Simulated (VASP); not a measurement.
Band structure of ScAl$_{3}$ (space group Pm-3m). Calculation: PBE GGA, VASP's PBE PAW potentials (set 64) (plane waves; VASP).

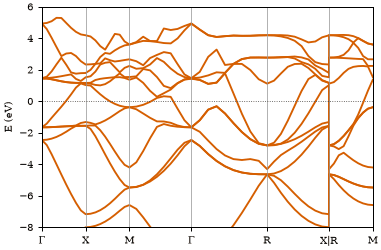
Figure. Bands along high-symmetry lines, zero at the valence-band maximum or, without a gap, the Fermi level

### Question
Read the plot: is there a gap, and where are the band edges?

### Answer
It has no gap at this level: it comes out as a metal or semimetal.

The structure comes from a computed database's ScAl3 entry; how it stands against other phases isn't given here. The cell was not relaxed at this level. The run is one of a series of settings (NBANDS = 16 against the base run), some of them coarse on purpose.
